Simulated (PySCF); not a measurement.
# C5H11FOSi (SMILES CCO/C([SiH3])=C\CF): what the fields show

```xyz
19

C    -2.5856   -1.0906   -0.2239
C    -1.6196    0.0807   -0.1327
O    -0.3237   -0.4421    0.0608
C     0.7310    0.4313    0.1033
Si    0.5886    2.2409   -0.4426
C     1.9082   -0.0639    0.5016
C     2.1064   -1.4836    0.9194
F     3.1545   -1.5928    1.8054
H    -3.5992   -0.7256   -0.3624
H    -2.5394   -1.6796    0.6880
H    -2.3165   -1.7284   -1.0614
H    -1.6579    0.6754   -1.0555
H    -1.8935    0.7315    0.7090
H    -0.4416    2.9329    0.3375
H     1.8928    2.8542   -0.2206
H     0.2303    2.3095   -1.8634
H     2.7830    0.5630    0.5264
H     2.3587   -2.1257    0.0648
H     1.2136   -1.8778    1.4156
```

Geometry: GFN2-xTB.

Computed with PySCF, PBE0/pcSseg-1, SCF density, gas phase, non-relativistic.

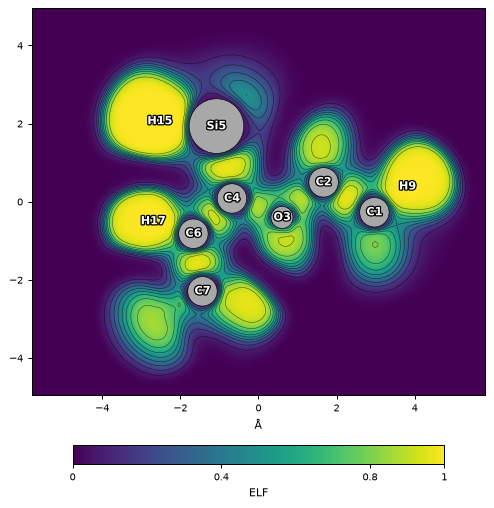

Figure 1. Electron localisation function on the plane of atoms C4, C6 and H17. Grey discs cover the atomic cores.

Interpret the plot.

Answer. Atoms in the plane: C, O, Si and H.
C–C (1.34 Å): the ELF peaks at about 0.95 between the atoms: a short, multiple covalent bond.
C–O (1.37 Å): the ELF peaks at about 0.90 between the atoms (a shared but strongly polarised pair).
C–Si (1.90 Å): the ELF peaks at about 1 between the atoms (a shared electron pair).
C–H (1.08 Å): the ELF climbs to about 1 towards the hydrogen, as it does in any bond to H; an ordinary covalent bond to hydrogen.
C–O (1.41 Å): the ELF peaks at about 0.90 between the atoms (a polar covalent bond).
The ELF also peaks beside F8 and O3, away from the bonds: lone-pair regions.

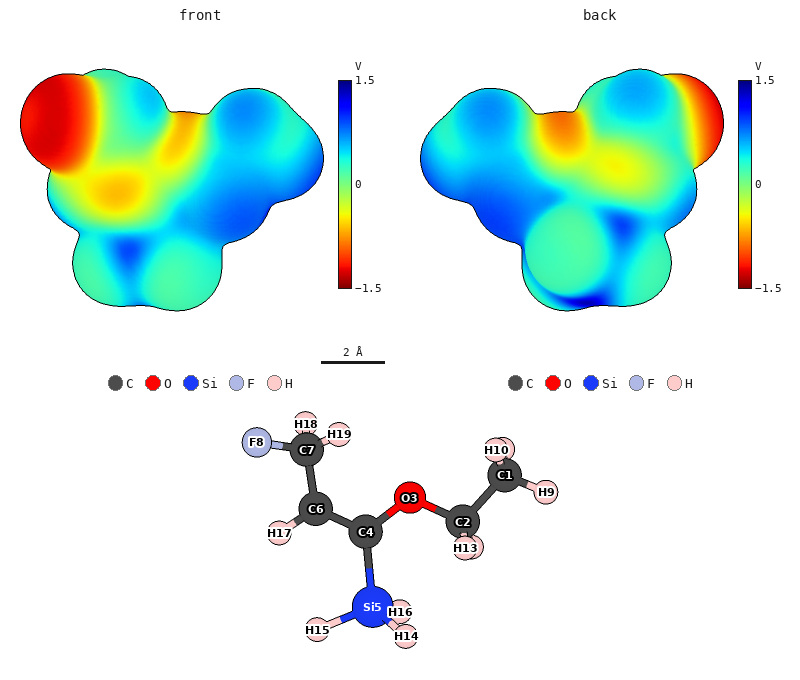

Figure 2. The electrostatic potential painted on the density surface at 0.002 e/bohr³, seen from the front and from behind; red is negative and blue positive. The bare structure is drawn below in the same view.

Which sites attract a positive test charge, and which a negative one?

Answer. A positive charge is drawn to the negative regions and a negative charge to the positive ones. The most negative region (about −1.3 V) lies over F8, the most positive (about +1.2 V) over Si5.

How polar is the molecule by this calculation?

Answer. Its dipole moment is 3.11 D.
